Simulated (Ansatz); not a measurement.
# BiN (hypothetical, Fm-3m): phonons against volume, part 2 of 4

Aim: how the vibrations of BiN (hypothetical) shift with volume, and the expansion that follows. The crystal structure is hypothetical: it was made by swapping elements on a known structure type.

Ansatz 0.2.0; DFT PBEsol, scalar-relativistic, plane waves, PAW.

So far. Step 2 (A first coarse run): The start is under -20 GPa at this level and looks like an insulator or semiconductor on this mesh.

**5. A second relaxation**

The relaxation is run once more from where the first one ended, as the script does after a large change of volume or of the gap, with mesh and occupations reviewed.

Contents of input.yaml:

```yaml
crystal:
  lattice:
    - [1.7967276591, 1.0373426232, 2.9340144273]
    - [-1.7967276591, 1.0373426232, 2.9340144273]
    - [0.0, -2.0746809697, 2.9340159394]
  atoms:
    - { symbol: Bi, position: [0.5, 0.5, 0.5] }
    - { symbol: "N", position: [0.0, 0.0, 0.0] }
kpoints:
  mp_grid: { grid: [12, 12, 12] }
hamiltonian:
  xc: pbesol
scf:
  occupations: { method: gaussian, width: 0.01 }
output:
  forces: true
  stress: true
  eigenvalues: true
  write_density: true
  write_potential: true
  elf: true
  volumetric_format: npy
relax:
  adjacent_minimum: "off"
  f_tol: 0.005
  max_steps: 80
  cell: { stress_tol: 0.05 }
```

Run with:

```
$ ansatz run input.yaml --threads 4 --pin off --max-ram 8192MiB --backend cpu --events-out ev --progress --plain --runs-dir out
```

Numbers of over 12 decimals in the logs are rounded to 6 here.

What it wrote:

```text
Warning: 36 symmetry operations that the atoms keep within the bar at which the run's group was sought (crystal.symmetry.tolerance 1.0e-5, or twice it) were not taken beside the 12 unitary ones that the detection took (of a slab, those that keep its plane). If the more symmetric cell is meant, write the vectors of crystal.lattice to more decimals, or, with the positions in fractional coordinates, give it by lengths a [...]
[...]
Crystal: 2 atoms, lattice volume = 32.811 Å³
Basis set: ecut = 420 eV, 645 PW (Γ), exchange–correlation on 50×50×50 points (8 copies of the dense FFT grid, shifted against one another)
Bands: 14, of which v1, the nominal top of the filled ones, is band 10 counted from 1 (9 counted from 0)
Symmetry: 12 space group operations
[...]
k-points: 189 of 1728
[...]
SCF iter   1: F=—  HF=-12619.181613 eV  |F-HF|=—  |Δ(HF+E_count)|=         —  Δρ=1.83e-2  dr2=1.37e-1  ethr=1.77e-3  ⟨swp⟩=5.9  Hψ=13706  notcnv=0
[...]
SCF iter   6: F=-12619.152128 eV  HF=-12619.152128 eV  |F-HF|=5.03e-9  |Δ(HF+E_count)|=   4.91e-8  Δρ=4.78e-6  dr2=4.94e-9  ethr=3.95e-10  ⟨swp⟩=6.7  Hψ=16742  notcnv=0
SCF 1 converged in 6 iterations: F = -12619.152128 eV  dr2 = 4.94e-9
[...]
relax step   1: F+E_penalty+E_count = -12619.15212838 eV  Δ(F+E_penalty+E_count) = +0.000e0 eV  max|allowed force component| = 1.657e-29 eV/Å  Δτ_max = 0.0000 Å  P = -0.013 GPa  Ω = 32.811 Å³  (6 SCF iters, dr2 threshold 1.00e-7 eV, accepted)
[...]
SCF iter   8: F=-12619.152128 eV  HF=-12619.152128 eV  |F-HF|=3.64e-12  |Δ(HF+E_count)|=  3.64e-12  Δρ=7.64e-10  dr2=1.41e-16  ethr=1.00e-12  ⟨swp⟩=2.5  Hψ=8033  notcnv=0
SCF 2 converged in 8 iterations: F = -12619.152128 eV  dr2 = 1.41e-16
relax step   2: F+E_penalty+E_count = -12619.15212838 eV  Δ(F+E_penalty+E_count) = -2.197e-9 eV  max|allowed force component| = 5.022e-29 eV/Å  Δτ_max = 0.0000 Å  P = -0.013 GPa  Ω = 32.811 Å³  stress off target by 1.38e-2 GPa  SCF on the basis re-selected at this cell (its energy is not comparable with the rows above)  (8 SCF iters)
[...]
SCF converged after 8 iterations
Free energy (F): -12619.152128 eV
[...]
Internal energy: -12619.152128 eV  (E = F + TS)
E sigma→0 (E₀):  -12619.152128 eV
Fermi energy:    13.479835 eV
[...]
--- Stress (GPa, compression-positive) ---
       -0.013834       0.000000       0.000000
        0.000000      -0.013834       0.000000
        0.000000       0.000000      -0.012626
  P = ⅓ Tr σ = -0.0134 GPa (-0.134 kbar)
--- Band table (eV; the first three rows and the last of 189) ---
  k-point 0: bands = [... 6 lower, 6.2824, 11.0956, 11.0956, 11.0957, 19.8405, 19.8405, 19.8405, 22.1967]
  k-point 1: bands = [... 6 lower, 6.0067, 11.1249, 11.1250, 11.2695, 18.8875, 19.4384, 19.4384, 21.5560]
  k-point 2: bands = [... 6 lower, 5.2887, 11.2108, 11.2109, 11.6669, 17.2510, 18.5511, 18.5511, 21.2732]
  k-point 188: bands = [... 6 lower, 1.7370, 11.7193, 11.7193, 12.4421, 14.1700, 15.9291, 15.9291, 22.4618]
--- Relaxed structure (1 steps of the walk, 1 accepted, 1 SCFs on fresh bases) ---
[...]
cell:  # Å, volume = 32.8108 Å³
    - [1.796728, 1.037343, 2.934014]
    - [-1.796728, 1.037343, 2.934014]
    - [0.0, -2.074681, 2.934016]
  atoms:
    - { symbol: Bi, position: [0.5, 0.5, 0.500000] }
    - { symbol: N, position: [0.0, 0.0, 0.0] }
```

The job ended after 2.9 s (4 threads of Intel Xeon 6975P-C (Granite Rapids), shared host; peak memory 0.44 GiB).

Little changed from the start: no atom moved by 0.005 Å and no cell edge by 0.1 %.

This step gave:

- pressure: -0.01343 GPa
- gap on the k-mesh: 0.1945 eV

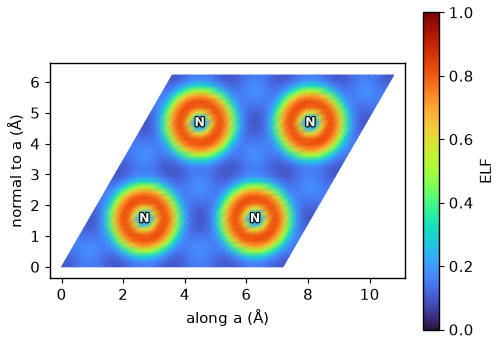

ELF in the ac plane of the cell as run, not the conventional one, at fractional y = 0.000, with atoms of N within 0.2 Å of it. It is the smooth field of the valence electrons, not physical close to the nuclei. The map starts off the cell's origin, so that atoms lie inside it.

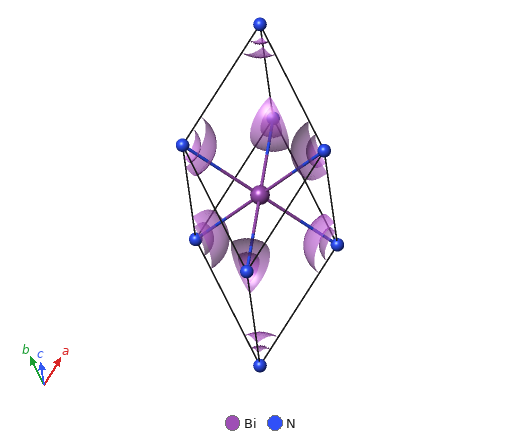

Surface of ELF = 0.74. Drawn on the cell as run, not the conventional one. Bonds to atoms that aren't drawn are left out.

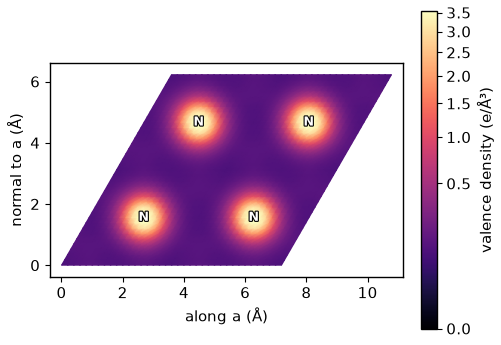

Valence density in the ac plane of the cell as run, not the conventional one, at fractional y = 0.000, with atoms of N within 0.2 Å of it. It is the smooth field of the valence electrons, not physical close to the nuclei. The map starts off the cell's origin, so that atoms lie inside it. The colour scale is stretched toward low values.

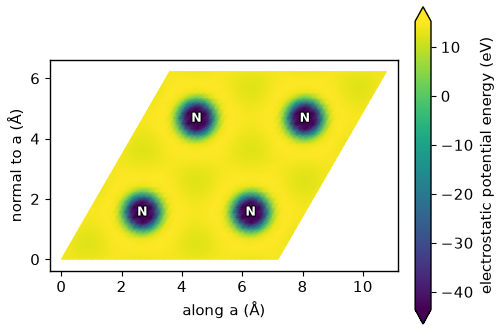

Electrostatic potential energy in the ac plane of the cell as run, not the conventional one, at fractional y = 0.000, with atoms of N within 0.2 Å of it. With pseudopotentials it is smooth inside the atoms' cores, unlike the true potential. The map starts off the cell's origin, so that atoms lie inside it.

**6. Relaxing to small residual forces and stress**

The thresholds are tightened for a last relaxation ahead of the phonons, and where mesh or smearing change with them the cell follows.

input.yaml, the sections that differ from step 5:

```yaml
output:
  forces: true
  stress: true
  eigenvalues: true
relax:
  adjacent_minimum: "off"
  f_tol: 0.001
  max_steps: 60
  cell: { stress_tol: 0.01 }
# crystal, kpoints, hamiltonian, scf: as in step 5
```

What it wrote:

```text
[...]
Crystal: 2 atoms, lattice volume = 32.811 Å³
Basis set: ecut = 420 eV, 645 PW (Γ), exchange–correlation on 50×50×50 points (8 copies of the dense FFT grid, shifted against one another)
Bands: 14, of which v1, the nominal top of the filled ones, is band 10 counted from 1 (9 counted from 0)
Symmetry: 12 space group operations
[...]
k-point 188: bands = [... 6 lower, 1.7383, 11.7208, 11.7208, 12.4439, 14.1722, 15.9312, 15.9312, 22.4640]
--- Relaxed structure (3 steps of the walk, 2 accepted, 1 SCFs on fresh bases) ---
[...]
cell:  # Å, volume = 32.8077 Å³
    - [1.796663, 1.037306, 2.933943]
    - [-1.796663, 1.037306, 2.933943]
    - [0, -2.074607, 2.933945]
  atoms:
    - { symbol: Bi, position: [0.5, 0.5, 0.500000] }
    - { symbol: N, position: [0, 0, 0] }
[key lines of the parts left out:]
SCF converged after 8 iterations
Free energy (F): -12619.152119 eV
Fermi energy:    13.481821 eV
P = ⅓ Tr σ = -0.0003 GPa (-0.003 kbar)
```

The job ended after 4.4 s (4 threads; peak memory 0.45 GiB; 15 s of CPU time).

Little changed from the start: no atom moved by 0.005 Å and no cell edge by 0.1 %.

Numbers from this step:

| Item | Value |
| --- | --- |
| pressure | -3.21e-4 GPa |
| gap on the k-mesh | 0.1946 eV |
| volume per atom | 16.40 Å³ |

The residual pressure is -3.2e-4 GPa, small enough for phonons.

**7. Phonons, V/V0 1**

The same q-mesh and k-mesh are kept at every volume, so that much of their error can cancel in the differences.

Contents of input.yaml:

```yaml
crystal:
  lattice:
    - [1.796663403, 1.0373055249, 2.9339434966]
    - [-1.796663403, 1.0373055249, 2.9339434966]
    - [0.0, -2.0746067732, 2.9339450086]
  atoms:
    - { symbol: Bi, position: [0.5, 0.5, 0.5] }
    - { symbol: "N", position: [0.0, 0.0, 0.0] }
kpoints:
  mp_grid: { grid: [12, 12, 12] }
hamiltonian:
  xc: pbesol
scf:
  occupations: { method: gaussian, width: 0.01 }
output:
  eigenvalues: true
phonons:
  method: dfpt
  qmesh: [4, 4, 4]
  temperatures: { t_max: 1000, t_step: 50 }
  qpath:
    path:
      - [[0.0, 0.0, 0.0], [0.5, 0.50000056, 5.6e-07], [0.62500014, 0.62500084, 0.2500007]]
      - [[0.75000042, 0.37500127, 0.37500084], [0.0, 0.0, 0.0], [0.50000028, 0.50000084, 0.50000056], [0.75000028, 0.50000112, 0.25000084], [0.5, 0.50000056, 5.6e-07]]
    npoints: 10
```

What it wrote:

```text
Warning: crystal.lattice, of which some number shows no typed digit to judge by, misses the space group found at crystal.symmetry.tolerance 1.0e-5 by more than rounding, which is why this is a warning: the operation that it misses by the most changes a squared length by the fraction 3.18e-6, and from 1e-6 on that is taken for a strain and not for rounding. The run uses the lattice that is a stretch of the typed one, with no rotation, onto the one that keeps every operation to a double's rounding (on a very oblique basis the stretch itself rounds by more); the deck's lattice vector that moved farthest moved by 3.50e-6 Å. [rest of the remark cut]
[...]
Crystal: 2 atoms, lattice volume = 32.808 Å³
Basis set: ecut = 420 eV, 645 PW (Γ), exchange–correlation on 50×50×50 points (8 copies of the dense FFT grid, shifted against one another)
Bands: 14, of which v1, the nominal top of the filled ones, is band 10 counted from 1 (9 counted from 0)
Symmetry: 48 space group operations
k-points: 72 of 1728
[...]
SCF iter   1: F=—  HF=-12619.181628 eV  |F-HF|=—  |Δ(HF+E_count)|=         —  Δρ=1.83e-2  dr2=1.37e-1  ethr=1.77e-3  ⟨swp⟩=6.0  Hψ=5204  notcnv=0
[...]
SCF iter   8: F=-12619.152119 eV  HF=-12619.152119 eV  |F-HF|=7.28e-12  |Δ(HF+E_count)|=  3.82e-11  Δρ=2.60e-8  dr2=7.59e-14  ethr=1.00e-12  ⟨swp⟩=6.3  Hψ=4700  notcnv=0
SCF 1 converged in 8 iterations: F = -12619.152119 eV  dr2 = 7.59e-14
[...]
SCF iter   9: F=-12619.152119 eV  HF=-12619.152119 eV  |F-HF|=1.82e-12  |Δ(HF+E_count)|=    0.00e0  Δρ=2.50e-8  dr2=6.45e-14  ethr=1.00e-12  ⟨swp⟩=1.0  Hψ=2309  notcnv=0
SCF 2 converged in 9 iterations: F = -12619.152119 eV  dr2 = 6.45e-14
k-points: 189 of 1728 (irreducible under 6 space group operations, time reversal used)
[...]
SCF iter   3: F=-12619.152119 eV  HF=-12619.152119 eV  |F-HF|=2.91e-11  |Δ(HF+E_count)|=  4.55e-11  Δρ=3.62e-7  dr2=2.47e-11  ethr=1.00e-12  ⟨swp⟩=4.5  Hψ=11995  notcnv=0
SCF 3 converged in 3 iterations: F = -12619.152119 eV  dr2 = 2.47e-11
NSCF: frozen V_eff on 189 k-points
[...]
DFPT response loops at Γ: preconditioner auto → none (the input reference at scf.mixing.eps_inf says where Resta's filter doesn't serve); β = 0.50; Broyden in place of MSR1
k-points: 781 of 8000 (irreducible under 6 space group operations, time reversal used)
[...]
SCF iter   6: F=-12619.150931 eV  HF=-12619.150931 eV  |F-HF|=2.91e-11  |Δ(HF+E_count)|=  1.56e-10  Δρ=4.00e-7  dr2=6.03e-11  ethr=1.00e-12  ⟨swp⟩=5.3  Hψ=50262  notcnv=0
SCF 4 converged in 6 iterations: F = -12619.150931 eV  dr2 = 6.03e-11
[...]
DFPT response loops at q = (0, 0, 0.25) (fractional): preconditioner auto → Resta (q_TF=auto, 2.512 Å⁻¹)  ε∞=17.6 (no band partly filled); β = 1.00, the filter's whole step (`scf.mixing.beta` (0.50) is not read by the response loops at its default; to damp them type it under 1.00, their step now; it binds the ground state too); Broyden in place of MSR1
[...]
SCF converged after 8 iterations
Free energy (F): -12619.152119 eV
[...]
Internal energy: -12619.152119 eV  (E = F + TS)
E sigma→0 (E₀):  -12619.152119 eV
Fermi energy:    13.481821 eV
[...]
--- Band table (eV; the first three rows and the last of 72) ---
  k-point 0: bands = [... 6 lower, 6.2847, 11.0971, 11.0971, 11.0971, 19.8431, 19.8431, 19.8431, 22.1983]
  k-point 1: bands = [... 6 lower, 6.0088, 11.1264, 11.1264, 11.2710, 18.8898, 19.4408, 19.4408, 21.5578]
  k-point 2: bands = [... 6 lower, 5.2907, 11.2123, 11.2123, 11.6686, 17.2531, 18.5534, 18.5534, 21.2751]
  k-point 71: bands = [... 6 lower, 3.1802, 7.5840, 7.5840, 12.7466, 15.7190, 17.8689, 17.8689, 23.8209]
--- Phonons (Γ-DFPT): 2 representative perturbations + reference (Σ response iterations 6) ---
  ASR residual: 3.462e-5 → 0.000e0 eV/Å²; symmetrization residual: 1.416e-7 eV/Å²
  ASR residual per site (eV/Å²): 3.46e-5 7.49e-6
  Γ frequencies (cm⁻¹): -204.12 -204.12 -204.12 0.00 0.00 0.00
--- Phonons (arbitrary-q DFPT): 8 irreducible q on the 4×4×4 mesh ---
  q = [0.0000, 0.0000, 0.0000] (star 1, of the zone-centre solve; hermiticity 1.41e-7, symmetrization 2.64e-12): -204.12 -204.12 -204.12 -0.00 0.00 0.00
  q = [0.0000, 0.0000, 0.2500] (star 8, 4 solved perturbations on 936 of 1728 k-point pairs; hermiticity 2.06e-7, symmetrization 4.06e-8): 35.32 35.32 110.07 253.72 253.72 364.82
[...]
sum rule: each row above includes the acoustic sum rule's correction from the zone centre's row sums; it moved no ω² by more than (0.38 cm⁻¹)²
  mesh force constants: q→R imaginary residual 2.68e-18; ASR residual 3.462e-5 → 0.000e0 eV/Å²; symmetrization residual 4.441e-15 eV/Å²
  interpolated dispersion: 62 rows × 6 modes
  density of states and harmonic sums: on the 24×24×24 q-mesh, interpolated from the force constants of a 4×4×4 supercell (no non-analytic term)
  largest difference from the sums on the solved wave vectors: F 3.72e-2 eV, S 4.65e-5 and C_V 1.43e-5 eV/K
  zero-point energy: 0.056667 eV/cell   skipped modes (ω ≤ 0): 335, of them read as no rigid motion or as one in doubt: 332 (6.881e-1 modes/cell left out, lowest -204.12 cm⁻¹)   left out of the sums: 1.15e-1 of the cell's modes: C_V's classical limit lies that fraction below 3 k_B per atom; for a crystal, a wire or a layer, F and S can be off by more, and a phonons.interpolated_qmesh denser along its periods is the remedy for the sampling
```

The job ended after 3.4 min (4 threads; peak memory 2.3 GiB).

This step gave:

* Γ frequencies: -204.1, -204.1, -204.1, 0, 0, 0 cm⁻¹ (negative: imaginary)
* lowest frequency on the path: -204.1 cm⁻¹
* point group: m-3m
* highest frequency: 412.6 cm⁻¹

No LO-TO term. The phonon branches at the labelled points (cm⁻¹):

| point | branch 1 | branch 2 | branch 3 | branch 4 | branch 5 | branch 6 |
| --- | --- | --- | --- | --- | --- | --- |
| Γ | -204 | -204 | -204 | 0 | 0 | 0 |
| X | -144 | -144 | -140 | 94 | 94 | 152 |
| U | -106 | 61 | 110 | 148 | 226 | 277 |
| jump to K | -106 | 61 | 110 | 148 | 226 | 277 |
| Γ | -204 | -204 | -204 | 0 | 0 | 0 |
| L | 60 | 60 | 159 | 333 | 333 | 404 |
| W | -120 | -120 | 98 | 125 | 125 | 320 |
| X | -144 | -144 | -140 | 94 | 94 | 152 |

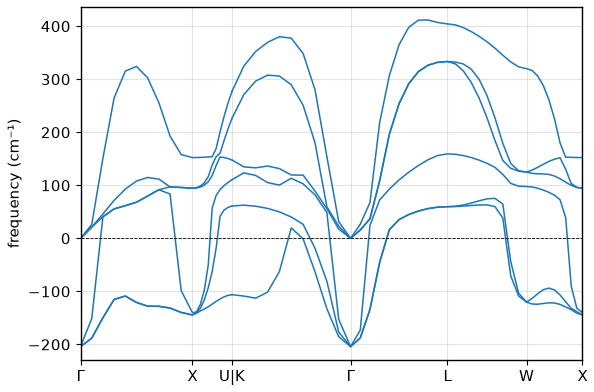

Phonon branches along the path.

The phonon density of states has structure finer than the step of the table below, so its rows give means over 50 cm⁻¹, whole bins alone (the curve runs from -202 to 412 cm⁻¹). Peaks (cm⁻¹: height): 62.5: 0.0652, 132.5: 0.0362.

Tetrahedra on 24 24 24, mean over bins of 5 cm⁻¹. The phonon density of states by wavenumber; means over each step:

| wavenumber (cm⁻¹) | phonon density of states (1/cm⁻¹/cell) |
| --- | --- |
| -150 | 6.2e-4 |
| -100 | 0.00615 |
| -50 | 0.00510 |
| 0 | 0.00456 |
| 50 | 0.0255 |
| 100 | 0.0164 |
| 150 | 0.0210 |
| 200 | 0.00709 |
| 250 | 0.00799 |
| 300 | 0.0112 |
| 350 | 0.00965 |

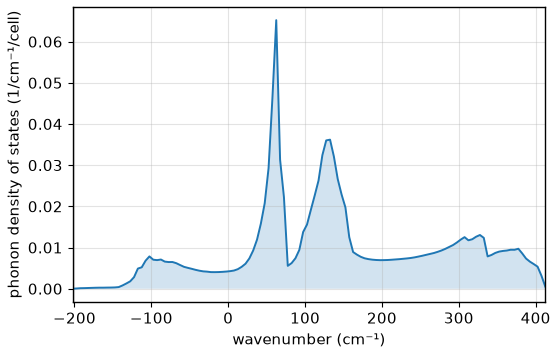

Phonon density of states against wavenumber.

The modes has structure finer than the step of the table below, so its rows give means over 25 cm⁻¹, whole bins alone (the curve runs from -214 to 435 cm⁻¹). Peaks (cm⁻¹: height): Bi 59.4: 0.0518, 128.8: 0.0273; N -108.0: 0.00539, 145.1: 0.00927, 169.6: 0.00819, 210.5: 0.00855, 328.8: 0.0129, 365.6: 0.00984.

Phonopy on the run's constants, 19x19x19 mesh, Gaussian sigma 4.6 cm⁻¹. The modes by wavenumber; means over each step; values in 1/cm⁻¹/cell:

```csv
wavenumber (cm⁻¹),Bi,N
-200,5.4e-6,7.6e-5
-175,1.7e-5,1.8e-4
-150,8.8e-5,5.0e-4
-125,9.1e-4,0.00234
-100,0.00241,0.00470
-75,0.00291,0.00344
-50,0.00355,0.00231
-25,0.00216,6.7e-4
0,0.00155,4.0e-4
25,0.00661,5.5e-4
50,0.0305,0.00108
75,0.0200,0.00127
100,0.0113,0.00396
125,0.0236,0.00698
150,0.0127,0.00770
175,0.00100,0.00702
200,1.7e-4,0.00647
225,1.1e-4,0.00695
250,5.5e-5,0.00793
275,5.3e-5,0.00909
300,4.5e-5,0.0114
325,5.4e-5,0.0121
350,5.8e-5,0.00874
375,8.0e-5,0.00893
400,5.6e-5,0.00503
```

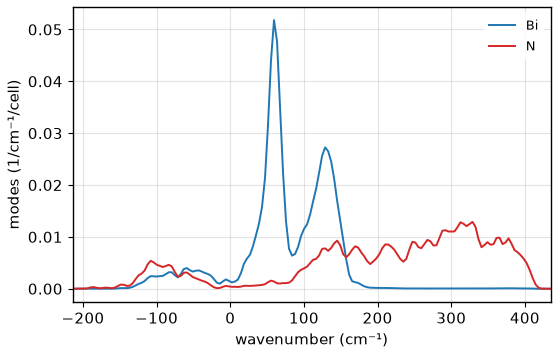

Modes, plotted against wavenumber.

No LO-TO term. Modes at Γ, with each element's share of the kinetic energy (negative means imaginary):

```csv
mode,frequency (cm⁻¹),symmetry,Bi %,N %
1,-204.1,T1u,6,94
2,-204.1,T1u,6,94
3,-204.1,T1u,6,94
4,0.0,T1u,94,6
5,0.0,T1u,94,6
6,0.0,T1u,94,6
```

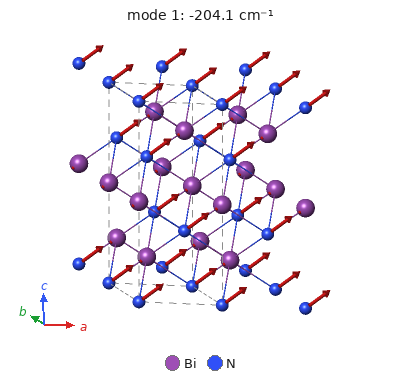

Displacement patterns of mode 1 at Γ; arrows are exaggerated. Bonds to atoms that aren't drawn are left out. 2×2×1 conventional cells are drawn. Some periodic images of atoms are drawn too.

The lowest solved frequency is -204 cm⁻¹, so the cell is unstable here and gives no valid free energy.

**8. Single point at a scaled cell, V/V0 1.015**

Symmetry fixes every atom, so a single point at the scaled cell gives the energy and pressure of this member.

The cell differs from the one that the last finished run ended in (a 3.593 → 3.611 Å, b 3.593 → 3.611 Å, c 3.593 → 3.611 Å).

input.yaml, the sections that differ from step 7:

```yaml
crystal:
  lattice:
    - [1.805602174, 1.0424663339, 2.9485404707]
    - [-1.805602174, 1.0424663339, 2.9485404707]
    - [0.0, -2.0849283698, 2.9485419903]
  atoms:
    - { symbol: Bi, position: [0.5, 0.5, 0.5] }
    - { symbol: "N", position: [0.0, 0.0, 0.0] }
output:
  forces: true
  stress: true
  eigenvalues: true
# kpoints, hamiltonian, scf: as in step 7
# phonons: removed
```

What it wrote:

```text
[...]
Crystal: 2 atoms, lattice volume = 33.300 Å³
Basis set: ecut = 420 eV, 645 PW (Γ), exchange–correlation on 50×50×50 points (8 copies of the dense FFT grid, shifted against one another)
Bands: 14, of which v1, the nominal top of the filled ones, is band 10 counted from 1 (9 counted from 0)
Symmetry: 48 space group operations
[...]
k-points: 72 of 1728
[...]
SCF iter   1: F=—  HF=-12619.178366 eV  |F-HF|=—  |Δ(HF+E_count)|=         —  Δρ=1.82e-2  dr2=1.37e-1  ethr=1.77e-3  ⟨swp⟩=5.9  Hψ=5188  notcnv=0
[...]
SCF iter   6: F=-12619.149066 eV  HF=-12619.149066 eV  |F-HF|=4.34e-9  |Δ(HF+E_count)|=   3.79e-8  Δρ=4.46e-6  dr2=4.35e-9  ethr=3.11e-10  ⟨swp⟩=3.0  Hψ=4254  notcnv=0
SCF 1 converged in 6 iterations: F = -12619.149066 eV  dr2 = 4.35e-9
[...]
SCF converged after 6 iterations
Free energy (F): -12619.149066 eV
[...]
Internal energy: -12619.149066 eV  (E = F + TS)
E sigma→0 (E₀):  -12619.149066 eV
Fermi energy:    13.175226 eV
[...]
--- Stress (GPa, compression-positive) ---
       -1.982635      -0.000000       0.000000
       -0.000000      -1.982635       0.000000
       -0.000000      -0.000000      -1.982635
  P = ⅓ Tr σ = -1.9826 GPa (-19.826 kbar)
--- Band table (eV; the first three rows and the last of 72) ---
  k-point 0: bands = [... 6 lower, 5.9364, 10.8774, 10.8774, 10.8774, 19.4468, 19.4468, 19.4468, 21.9498]
  k-point 1: bands = [... 6 lower, 5.6739, 10.9059, 10.9059, 11.0392, 18.5219, 19.0578, 19.0578, 21.2808]
  k-point 2: bands = [... 6 lower, 4.9844, 10.9893, 10.9893, 11.4124, 16.9157, 18.1929, 18.1929, 20.9817]
  k-point 71: bands = [... 6 lower, 2.9234, 7.4104, 7.4104, 12.4732, 15.3871, 17.5566, 17.5566, 23.4703]
```

It took 0.76 s on 4 threads; peak memory 0.36 GiB; 1.8 s of CPU time.

This step gave:

```yaml
pressure: -1.983 GPa
gap_on_the_k_mesh: 0.1807 eV
volume_per_atom: 16.65 Å³
```

The run ends at a pressure of -1.98 GPa.

(Continued in part 3 of 4.)

[Logs are printed without paths, hosts, clocks, repeated set-up lines and the standing remarks that a program may print on its own settings, such as how far it seeks lower states.]

[Hosts, paths, dates, database ids (printed as entryN), source tags and the programs' standing remarks are cut or masked in the printed files.]

[A step with changed settings may run another functional than the one named; its input shows which.]

[Of the runs on displaced cells, only some may be shown.]
